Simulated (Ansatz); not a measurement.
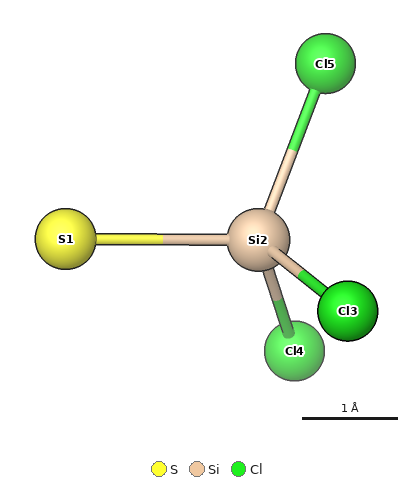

Fig. 1: The structure as given in the input (ball-and-stick view, seen at a tilt; atoms are numbered from 1 in the order of the input).

# SiSCl3: one change and its effect

System: SiSCl3, multiplicity 2, SMILES [S][Si](Cl)(Cl)Cl.
Method of run A: UKS PBE0-D4/def2-TZVPP (Ansatz 0.2.0).

The geometry comes from this level: PBE0-D4/def2-TZVP. Text and figures count atoms from 1; the logs count them from 0 in places.

### Input file, run A
```yaml
crystal:
  periodic: [false, false, false]
  atoms:
    - {symbol: S, position_ang: [-0.957708, -0.126041, 1.840653]}
    - {symbol: Si, position_ang: [-0.006642, 0.003745, -0.023666]}
    - {symbol: Cl, position_ang: [1.606381, -1.219432, 0.152065]}
    - {symbol: Cl, position_ang: [-1.189584, -0.622665, -1.548791]}
    - {symbol: Cl, position_ang: [0.597453, 1.890794, -0.461662]}
basis:
  gaussian: {orbitals: def2-TZVPP}
magnetization: {spin_polarized: true, initial_magnetization: 1}
hamiltonian: {xc: pbe0, dispersion: d4}
output: {orbitals: {seedname: orbitals}}
```

Hardware: 4 CPU threads, shared host.

### Output (run A)
```
Functional definition: PBE0
  parameter a = 0.25
  parameter kappa = 0.804
  parameter beta = 0.06672455060314922
  exchange = (1 - a)*pbe_x(kappa = kappa, mu = beta*pi^2/3) + a*exact_x
  correlation = pbe_c(beta = beta)
1581 factors; their error is unknown
mean field evaluation 1: about -56266.5586 eV, gradient 1.2e1 eV
mean field evaluation 2: about -56266.9752 eV, gradient 8.8e0 eV
mean field evaluation 4: about -56267.2381 eV, gradient 9.4e-1 eV
mean field evaluation 8: about -56267.2433 eV, gradient 2.5e-2 eV
mean field evaluation 16: about -56267.3643 eV, gradient 3.0e-4 eV
mean field evaluation 32: about -56267.3250 eV, gradient 1.7e-1 eV
mean field -56267.36430421 eV, -2067.7874987905 hartree, gradient 7.9e-6 eV, S^2 0.755092; 2 other end points of the search recorded, 0 dependent functions left out
reference -56267.36433250 eV, -2067.7874998299 hartree; 41, 40 occupied and 169, 170 virtual orbitals, 1581 factors
Total energy: -56267.60285793 eV, -2067.7962654779 hartree
```

The input of run B differs as follows (lines with − go, lines with + come):
```diff
-  gaussian: {orbitals: def2-TZVPP}
+  gaussian: {orbitals: def2-SVP}
```

How does run B compare with run A?

The total energy of run B is 453.1 kcal/mol higher, which measures the change of basis and not a stability. The HOMO goes from −8.07 to −7.97 eV. The basis functions go from 210 to 90.

### Output (run B)
```
Functional definition: PBE0
  parameter a = 0.25
  parameter kappa = 0.804
  parameter beta = 0.06672455060314922
  exchange = (1 - a)*pbe_x(kappa = kappa, mu = beta*pi^2/3) + a*exact_x
  correlation = pbe_c(beta = beta)
802 factors; integrals over basis functions are off by at most 9.8e-4 eV
mean field evaluation 1: about -56247.0716 eV, gradient 1.0e1 eV
mean field evaluation 2: about -56247.0154 eV, gradient 1.1e1 eV
mean field evaluation 4: about -56247.6803 eV, gradient 3.5e-1 eV
mean field evaluation 8: about -56247.7165 eV, gradient 5.6e-2 eV
mean field evaluation 16: about -56247.7166 eV, gradient 2.1e-4 eV
mean field evaluation 32: about -56247.7166 eV, gradient 1.8e-5 eV
mean field -56247.71655866 eV, -2067.0654574590 hartree, gradient 6.6e-6 eV, S^2 0.753331; 2 other end points of the search recorded, 0 dependent functions left out
reference -56247.71657722 eV, -2067.0654581411 hartree; 41, 40 occupied and 49, 50 virtual orbitals, 802 factors
Total energy: -56247.95510265 eV, -2067.0742237891 hartree
```

### The two runs side by side

| quantity | run A | run B |
| --- | --- | --- |
| outcome | converged | converged |
| total energy (hartree) | −2067.796265 | −2067.074224 |
| HOMO (eV) | −8.07 | −7.97 |
| LUMO (eV) | −5.27 | −5.26 |
| ⟨S²⟩ | 0.755 | 0.753 |
| basis functions | 210 | 90 |
| wall time (shared host) | 28 s | 5.5 s |
